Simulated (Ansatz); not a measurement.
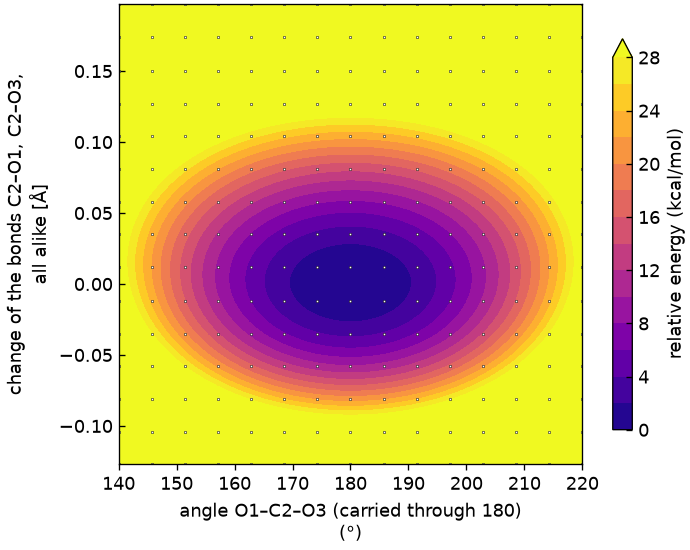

CO₂, SMILES O=C=O. Coordinates scanned: (1) angle O1–C2–O3 (carried through 180); (2) change of the bonds C2–O1, C2–O3, all alike. Nothing is relaxed (all other coordinates rigid). The grid has 15 × 15 points; 120 points were computed and 105 follow by symmetry. Points are written as (first, second). Energies: kcal/mol, counted from the relaxed molecule at the same level. All numbers below come from Ansatz, RKS PBE0-D4/def2-TZVP.

Drawn: filled contours, dots at the grid points, one colour for all values above the top of the scale. Between grid points the surface is interpolated.

### Estimate the position of the minimum and the force constants in these coordinates.

The interpolated minimum is at the first coordinate ≈ 180.0°, the second coordinate ≈ 0.000 Å. The curvatures there are about 5.1 eV/rad² and 230 eV/Å², with a cross term of about 0 eV/(rad·Å). Round the minimum the two coordinates are nearly uncoupled. (1 eV is 23.1 kcal/mol.)
